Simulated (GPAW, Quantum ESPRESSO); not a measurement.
The Zn K edge of atom 1 in ZnCu (Pm-3m), with 8 Cu at 2.55 Å and 6 Zn at 2.94 Å (cube and octahedron, as in bcc, site symmetry m-3m), was computed in 2 ways: excited-electron core hole (neutral cell) and no core hole. Program and functional: Quantum ESPRESSO XSpectra, PBE, Lorentzian half width 0.83 eV; cells of 2 and 16 atoms (the run without a hole in the smaller).

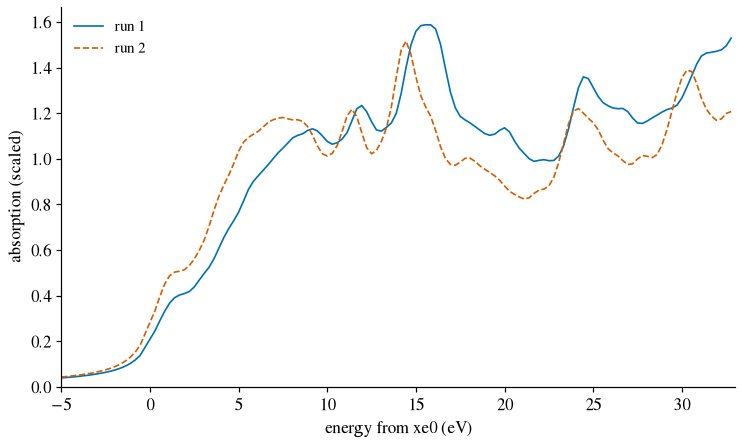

Each run is counted from its own lowest empty level or Fermi level and scaled to a mean of 1 over its first 20 eV.

Q: Which run is which?

Run 1: no core hole (area from −2 to 6 eV 3.5, main maxima 9.2 eV (1.13), 11.9 eV (1.23), 15.6 eV (1.59), 20.0 eV (1.14) and 24.4 eV (1.36)). Run 2: excited-electron core hole (neutral cell) (area from −2 to 6 eV 4.5, main maxima 7.5 eV (1.18), 11.4 eV (1.22), 14.4 eV (1.52) and 24.2 eV (1.22)). With each curve scaled to its own mean, the area from −2 to 6 eV with the hole is 4.5 against 3.5, and the centre of weight from −1 to 20 eV moves by -0.8 eV: the hole pulls the absorber's empty states down.

[Hosts, paths, dates, database ids (printed as entryN), source tags and the programs' standing remarks are cut or masked in the printed files.]

[Lists of maxima count a maximum above −3 eV only where it reaches 4 % of the highest in the window and stands out from its surroundings by 2 % of it (1.5 % where it reaches 55 %); shoulders and weaker maxima are passed over, and of the rest the first, up to two pre-edge ones and the few strongest are named.]
